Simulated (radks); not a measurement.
System: the Sm³⁺ ion, configuration [Kr] 4d10 4f5 5s1 5p6 5d1. The calculation used the in-house radial solver radks at this level: scalar-relativistic Kohn-Sham, PBE, spin-unpolarised, spherical densities, finite nucleus.

Wanted: the number of electrons inside radius r (solid) and the radial density 4πr²ρ (dashed).

The count levels off at 59 electrons. Half of them lie within 0.398 bohr, 90 % within 1.38 bohr and 99 % within 2.56 bohr. The radial density has minima at 0.0302, 0.129 and 0.391 bohr, where the count stands at 1.9, 11.2 and 29.2; these part the shells that the density resolves.

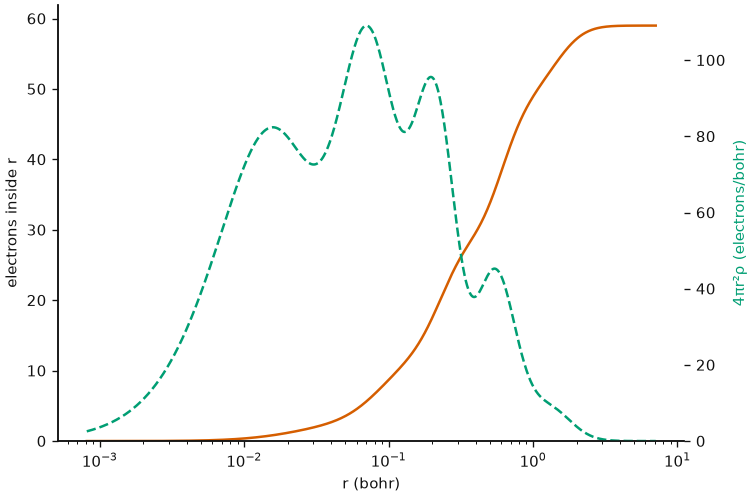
